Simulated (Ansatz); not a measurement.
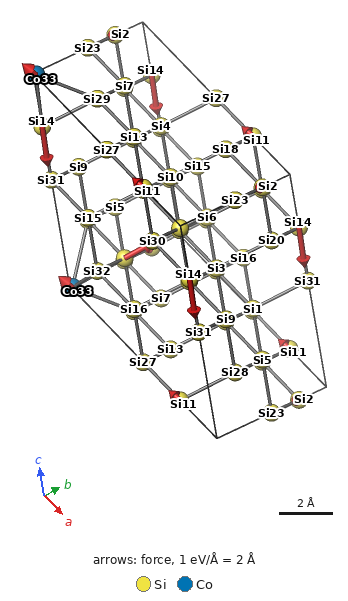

Starting geometry of a defect cell of composition CoSi32 with the computed forces as red arrows. Style: ball-and-stick. Shown: the cell of the calculation, slightly off an axis.

Case: Co interstitial, charge +0, atoms relaxed.

These are results of DFT PBE, scalar-relativistic, plane waves, PAW in Ansatz, not measurements.

Input
```yaml
crystal:
  lattice:
    - [5.4700937548, 5.4700937548, 5.4700937548]
    - [5.4700937548, -5.4700937548, -5.4700937548]
    - [-5.4700937548, 5.4700937548, -5.4700937548]
  atoms:
    - { symbol: Si, position: [0.75, 0.75, 0.25] }
    - { symbol: Si, position: [0.0, 0.75, 0.0] }
    - { symbol: Si, position: [0.75, 0.5, 0.5] }
    - { symbol: Si, position: [0.25, 0.75, 0.75] }
    - { symbol: Si, position: [0.0, 0.5, 0.25] }
    - { symbol: Si, position: [0.5, 0.75, 0.5] }
    - { symbol: Si, position: [0.25, 0.5, 0.0] }
    - { symbol: Si, position: [0.75, 0.25, 0.75] }
    - { symbol: Si, position: [0.0, 0.25, 0.5] }
    - { symbol: Si, position: [0.5, 0.5, 0.75] }
    - { symbol: Si, position: [0.75, 0.0, 0.0] }
    - { symbol: Si, position: [0.25, 0.25, 0.25] }
    - { symbol: Si, position: [0.5, 0.25, 0.0] }
    - { symbol: Si, position: [0.0, 0.0, 0.75] }
    - { symbol: Si, position: [0.25, 0.0, 0.5] }
    - { symbol: Si, position: [0.5, 0.0, 0.25] }
    - { symbol: Si, position: [0.5, 0.75, 0.25] }
    - { symbol: Si, position: [0.75, 0.75, 0.0] }
    - { symbol: Si, position: [0.5, 0.5, 0.5] }
    - { symbol: Si, position: [0.0, 0.75, 0.75] }
    - { symbol: Si, position: [0.75, 0.5, 0.25] }
    - { symbol: Si, position: [0.25, 0.75, 0.5] }
    - { symbol: Si, position: [0.0, 0.5, 0.0] }
    - { symbol: Si, position: [0.5, 0.25, 0.75] }
    - { symbol: Si, position: [0.75, 0.25, 0.5] }
    - { symbol: Si, position: [0.25, 0.5, 0.75] }
    - { symbol: Si, position: [0.5, 0.0, 0.0] }
    - { symbol: Si, position: [0.0, 0.25, 0.25] }
    - { symbol: Si, position: [0.25, 0.25, 0.0] }
    - { symbol: Si, position: [0.75, 0.0, 0.75] }
    - { symbol: Si, position: [0.0, 0.0, 0.5] }
    - { symbol: Si, position: [0.25, 0.0, 0.25] }
    - { symbol: Co, position: [0.0089547886, 0.0121219534, -0.0036471589], spin: 3.0 }
basis:
  ecutwfc: 420
  xc_grid: 2
kpoints:
  mp_grid: { grid: [2, 2, 2], shift: [0.5, 0.5, 0.5] }
hamiltonian:
  xc: pbe
scf:
  occupations: { method: gaussian, width: 0.02 }
output:
  forces: true
  stress: false
  eigenvalues: true
  populations: true
  write_density: true
  write_potential: true
  elf: true
  volumetric_format: npy
magnetization:
  spin_polarized: true
relax:
  adjacent_minimum: "off"
  f_tol: 0.02
  max_steps: 60
```

Run as
```bash
ansatz run input.yaml --threads 8 --pin off --max-ram 20480MiB --backend cpu --events-out ev --progress --plain --runs-dir out
```

Is this structure relaxed? If not, where do the atoms go?

Answer. It isn't relaxed: the largest force vector, on Si14, is 0.90 eV/Å. The final displacements follow the starting forces only in part (cosine between the two patterns 0.66). After 3 accepted moves (4 points after the start) the energy has fallen by 69.6 meV per cell of the calculation. Largest force component: 0.54 eV/Å at the start, 0.013 eV/Å at the end. 1 step only repeated the SCF at the same geometry. The largest move is that of Co33, 0.13 Å along [−2 −3 1]. By element the largest moves are Co 0.13 Å, Si 0.05 Å. The lattice vectors keep their values. Among the contacts that change: Si18–Co33 2.871 → 2.731 Å, Si14–Co33 2.270 → 2.408 Å, Si29–Co33 2.600 → 2.706 Å, Si12–Co33 2.317 → 2.403 Å. Among the angles between lasting bonds that change: Si18–Si11–Co33 73.5° → 69.6°, Si32–Si12–Co33 72.6° → 69.2°, Si27–Si11–Co33 177.0° → 179.7°. The run took 23 s on 8 threads of AMD EPYC 9R45 96-Core Processor (Zen 5), with other jobs on the host, peak memory 2.8 GiB.
